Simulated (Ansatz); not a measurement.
# BH3SeSi: short molecular-dynamics run

How does BH3SeSi move over a short run? A script is to give a short molecular-dynamics run; the system is BH3SeSi.

Program: Ansatz 0.2.0, driven from Python. Level of theory: PBE0/def2-SVP. These are calculated values, not measurements.

## 1. Starting point

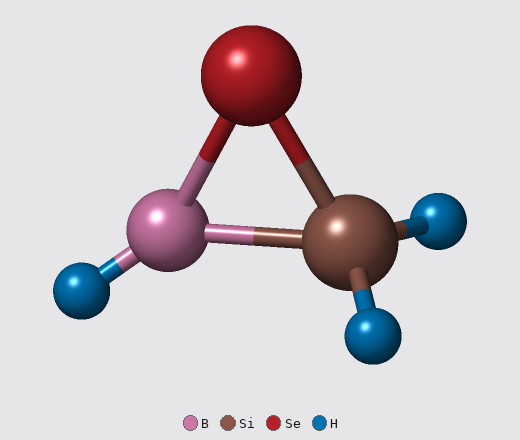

The starting structure, viewed from a chosen angle; boron pink, silicon brown, selenium red, hydrogen blue.

The script holds or builds the structure itself.

## 2. The script

Input file bh3sesi_md.py:

```python
# -*- coding: utf-8 -*-
"""Molecular dynamics of one BH3SeSi molecule."""

import ansatz
import numpy as np

mol = (
    ansatz.Crystal.molecule()
    .atom("B", (-0.5667, -0.9574, -0.5342))
    .atom("Si", (0.525, 0.5202, 0.2425))
    .atom("Se", (-1.4734, 1.0254, -0.3234))
    .atom("H", (-0.7423, -2.0591, -0.4274))
    .atom("H", (1.5637, 1.0152, -0.694))
    .atom("H", (0.7357, 0.3917, 1.6904))
)

model = (
    mol.calculation()
    .basis(gaussian="def2-SVP")  # atom-centred Gaussian functions
    .functional("pbe0")
    .accuracy("medium")  # preset for grids and thresholds
)
symbols = [site.symbol for site in mol.cartesian_sites]
start = np.array([site.position_ang for site in mol.cartesian_sites], dtype=float)
r = model.relax(force_tolerance=0.02, max_steps=100).run(threads=1).report
end = np.array(r["positions_ang"])
minimum = ansatz.Crystal.molecule()
for symbol, place in zip(symbols, end):
    minimum = minimum.atom(symbol, place.tolist())

# dynamics from the relaxed geometry
model = (
    minimum.calculation()
    .basis(gaussian="def2-SVP")  # atom-centred Gaussian functions
    .functional("pbe0")
    .accuracy("medium")
    .md("nve", timestep=0.5, steps=20, temperature=300, initial_velocities="maxwell_boltzmann", seed=96)
)
frames = []
res = model.session().plan().execute(on_event=lambda e: frames.append(e["data"]) if e["event"] == "md_step" else None)
print("t (fs)   E_pot (eV)      E_kin (eV)   T (K)   d(0-1) (A)")
for f in frames[::2]:
    xyz = np.array(f["positions_ang"])
    print(f"{f['time_fs']:6.2f} {f['lagrangian_ev']:14.5f} {f['e_kin_ev']:10.5f} {f['temperature_k']:8.1f} {np.linalg.norm(xyz[0] - xyz[1]):9.4f}")
kept = np.array([f["conserved_ev"] for f in frames])
print(f"conserved energy moves by at most {1000 * np.ptp(kept):.3f} meV")
```

## 3. The input behind the calls

The engine receives this input (first run):

```yaml
crystal:
  periodic: [false, false, false]
  atoms:
    - { symbol: B, position_ang: [-0.5667, -0.9574, -0.5342] }
    - { symbol: Si, position_ang: [0.525, 0.5202, 0.2425] }
    - { symbol: Se, position_ang: [-1.4734, 1.0254, -0.3234] }
    - { symbol: H, position_ang: [-0.7423, -2.0591, -0.4274] }
    - { symbol: H, position_ang: [1.5637, 1.0152, -0.694] }
    - { symbol: H, position_ang: [0.7357, 0.3917, 1.6904] }
accuracy: medium
basis:
  gaussian:
    orbitals: def2-SVP
hamiltonian:
  xc: pbe0
relax:
  f_tol: 0.02
  max_steps: 100
```

## 4. Running it

On the command line:

```
$ python bh3sesi_md.py
```

The program printed:

```text
t (fs)   E_pot (eV)      E_kin (eV)   T (K)   d(0-1) (A)
  0.00   -73929.31850    0.15511    300.0    1.9464
  1.00   -73929.31078    0.14748    285.2    1.9492
  2.00   -73929.29330    0.13020    251.8    1.9517
  3.00   -73929.27795    0.11497    222.4    1.9534
  4.00   -73929.27188    0.10883    210.5    1.9543
  5.00   -73929.27086    0.10764    208.2    1.9544
  6.00   -73929.26501    0.10170    196.7    1.9542
  7.00   -73929.24926    0.08602    166.4    1.9539
  8.00   -73929.22736    0.06426    124.3    1.9540
  9.00   -73929.20776    0.04477     86.6    1.9547
 10.00   -73929.19703    0.03405     65.9    1.9561
conserved energy moves by at most 0.421 meV
```

It took 77 s on 1 thread of Arm Neoverse V1, shared host; peak memory 0.23 GiB.

## 5. What changed from run to run

The engine's inputs for the other runs:

Run 2, against run 1:

```diff
@@ -4,6 +4,6 @@
-    - { symbol: B, position_ang: [-0.5667, -0.9574, -0.5342] }
-    - { symbol: Si, position_ang: [0.525, 0.5202, 0.2425] }
-    - { symbol: Se, position_ang: [-1.4734, 1.0254, -0.3234] }
-    - { symbol: H, position_ang: [-0.7423, -2.0591, -0.4274] }
-    - { symbol: H, position_ang: [1.5637, 1.0152, -0.694] }
-    - { symbol: H, position_ang: [0.7357, 0.3917, 1.6904] }
+    - { symbol: B, position_ang: [-0.6308625620712751, -0.9187599167384031, -0.37954432020636775] }
+    - { symbol: Si, position_ang: [0.6430613409768273, 0.40028617049366283, 0.27277767900650846] }
+    - { symbol: Se, position_ang: [-1.5576003119563975, 0.7466175384264948, -0.37882620496016606] }
+    - { symbol: H, position_ang: [-0.9564465647447378, -2.030736116624292, -0.6852836060221954] }
+    - { symbol: H, position_ang: [1.6475639819664984, 1.0789586317768542, -0.5924317639981601] }
+    - { symbol: H, position_ang: [0.896284115829085, 0.6596336926656834, 1.717208216180381] }
@@ -16,3 +16,7 @@
-relax:
-  f_tol: 0.02
-  max_steps: 100
+md:
+  timestep: 0.5
+  n_steps: 20
+  ensemble: nve
+  temperature: 300.0
+  initial_velocities: maxwell_boltzmann
+  seed: 96
```

## 6. The engine's runs

The 2 runs, in the order started:

| run | kind of run | energy from run 1 (eV) | SCF cycles in all | CPU time (s) |
| --- | --- | --- | --- | --- |
| 1 | relaxation | 0.0000 | 65 | 20 |
| 2 | dynamics | 0.1215 | 154 | 56 |

## 7. How the relaxation of run 1 went

Step by step:

| step | E - E(step 1) (eV) | largest force component (eV/Å) |
| --- | --- | --- |
| 1 | 0.0000 | 5.1893 |
| 2 | -1.0637 | 1.1995 |
| 3 | -1.2072 | 1.4878 |
| 4 | -1.2322 | 0.3957 |
| 5 | -1.2495 | 0.0501 |
| 6 | -1.2498 | 0.0143 |

Step 1 is the start.

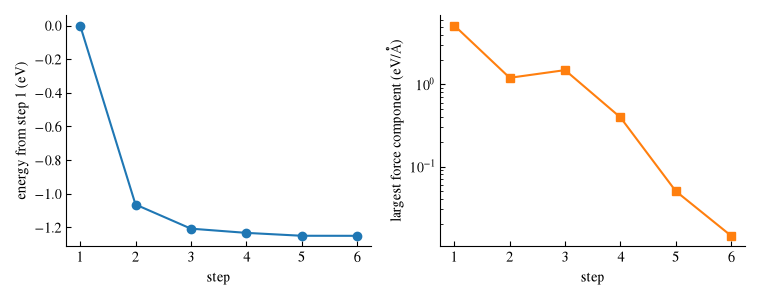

Energy and largest force along the relaxation.

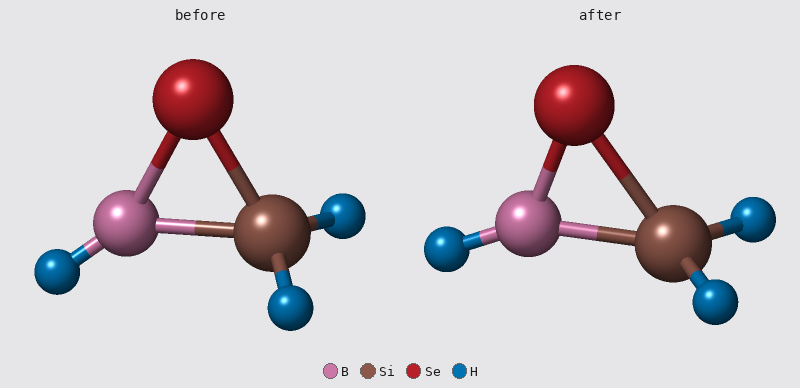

Before and after, at one scale.

Before: Bond lengths: B1–Si2 1.995 Å, B1–Se3 2.190 Å, Si2–Se3 2.138 Å, B1–H4 1.121 Å, Si2–H5 1.484 Å, Si2–H6 1.469 Å. Angles: B1–Si2–Se3 63.9°, B1–Si2–H5 112.6°, B1–Si2–H6 113.4°, Se3–Si2–H5 114.1°, Se3–Si2–H6 114.6°, H5–Si2–H6 123.4°, Si2–B1–Se3 61.2°, Si2–B1–H4 141.0°, Se3–B1–H4 144.7°, B1–Se3–Si2 54.9°.

After: Bond lengths: B1–Si2 1.946 Å, B1–Se3 1.906 Å, Si2–Se3 2.321 Å, B1–H4 1.198 Å, Si2–H5 1.489 Å, Si2–H6 1.489 Å. Angles: B1–Si2–Se3 52.2°, B1–Si2–H5 123.7°, B1–Si2–H6 123.7°, Se3–Si2–H5 114.1°, Se3–Si2–H6 114.0°, H5–Si2–H6 111.7°, Si2–B1–Se3 74.1°, Si2–B1–H4 153.2°, Se3–B1–H4 132.8°, B1–Se3–Si2 53.8°.

## 8. What the atoms did

Step by step:

| time (fs) | T (K) | change of potential energy (meV/atom) | change of conserved energy (meV/atom) | mean square move (Å²) |
| --- | --- | --- | --- | --- |
| 0.0 | 300 | 0.0 | 0.00 | 0.0000 |
| 0.5 | 296 | 0.3 | 0.00 | 0.0001 |
| 1.0 | 285 | 1.3 | 0.01 | 0.0004 |
| 1.5 | 270 | 2.7 | 0.03 | 0.0008 |
| 2.0 | 252 | 4.2 | 0.05 | 0.0014 |
| 2.5 | 235 | 5.6 | 0.06 | 0.0021 |
| 3.0 | 222 | 6.8 | 0.07 | 0.0028 |
| 3.5 | 214 | 7.5 | 0.07 | 0.0037 |
| 4.0 | 210 | 7.8 | 0.06 | 0.0046 |
| 4.5 | 209 | 7.9 | 0.04 | 0.0055 |
| 5.0 | 208 | 7.9 | 0.03 | 0.0066 |
| 5.5 | 205 | 8.2 | 0.02 | 0.0076 |
| 6.0 | 197 | 8.9 | 0.01 | 0.0088 |
| 6.5 | 184 | 10.0 | 0.02 | 0.0101 |
| 7.0 | 166 | 11.5 | 0.03 | 0.0114 |
| 7.5 | 146 | 13.3 | 0.04 | 0.0127 |
| 8.0 | 124 | 15.2 | 0.05 | 0.0141 |
| 8.5 | 104 | 17.0 | 0.06 | 0.0155 |
| 9.0 | 87 | 18.5 | 0.07 | 0.0168 |
| 9.5 | 74 | 19.6 | 0.07 | 0.0181 |
| 10.0 | 66 | 20.2 | 0.07 | 0.0193 |

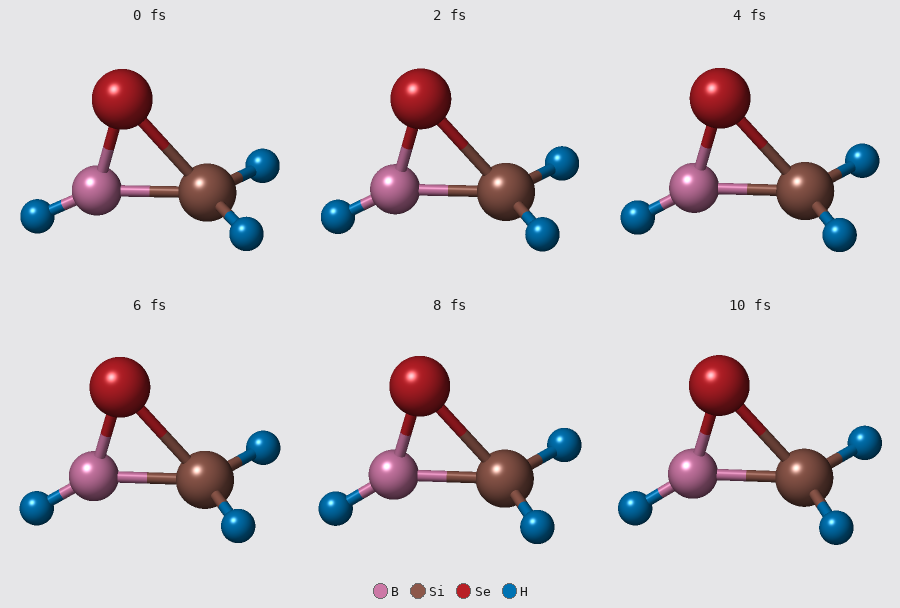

Snapshots along the run, at one scale. Sticks are drawn by distance alone, so a stretched bond can lose its stick.

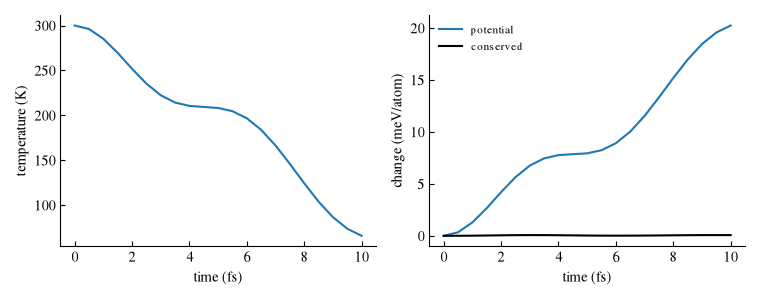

Temperature and energies against time.

Positions (Å) and forces (eV/Å) at 10.0 fs:

```xyz
6

B    -0.680   -0.888   -0.377    0.762   -1.551   -0.106
Si    0.640    0.405    0.264    0.278   -0.006    0.689
Se   -1.549    0.741   -0.379   -0.973    0.967    0.027
H    -0.942   -2.072   -0.552   -0.009    0.661   -0.060
H     1.559    1.290   -0.524   -0.026   -0.264    0.099
H     0.869    0.483    1.775   -0.031    0.193   -0.649
```

## 9. What came out

| quantity | value |
| --- | --- |
| runs compared | 2 |
| moves of the relaxation of run 1 | 5 |
| energy gained in run 1 | 1.250 eV |
| last largest force component of run 1 | 0.0143 eV/Å |
| length of the run | 20 steps, 10 fs |
| mean temperature, second half | 142 K |
| farthest move | 0.24 Å |
| largest change of the conserved energy | 0.07 meV/atom |

**Reading.** Run 1: The relaxation took 5 moves; the largest shift is 0.336 Å, of atom 4 (H). The temperature swings between 66 and 300 K, with a mean of 142 K in the second half; from a start near a minimum about half of the kinetic energy passes into potential energy. The conserved energy stays within 0.07 meV/atom, so the time step holds. 10 fs show the first vibrations only, not equilibrium. What to keep in mind:
- The trajectory is only some femtoseconds long, and gives no averages; where the script doesn't relax first, it starts from a rough generated geometry.
- The temperature counts the internal degrees of freedom alone.
